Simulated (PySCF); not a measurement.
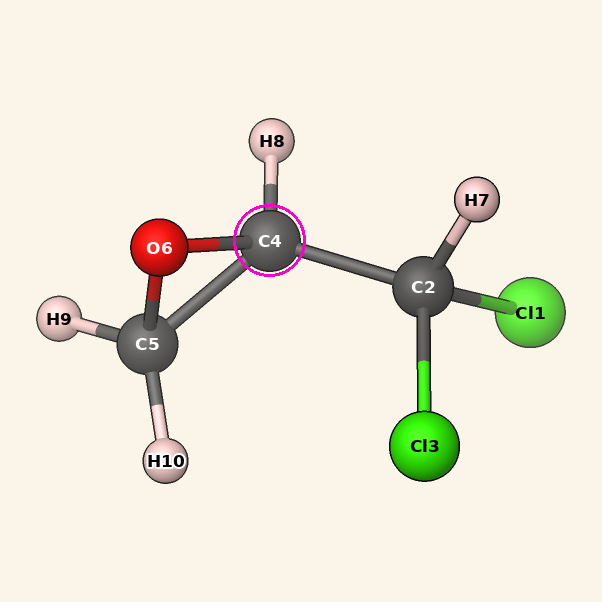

Atoms fade into the background with distance from the viewer. Circles mark the stereogenic atoms. The geometry was computed by an optimisation with PBE0-D3(BJ)/def2-SVP. No frequency run is at hand to confirm it as a minimum.

### Assign CIP descriptors.

C4: R (priorities O6 > C2 > C5 > H8).

### Give a SMILES with the stereochemistry.

ClC(Cl)[C@H]1CO1
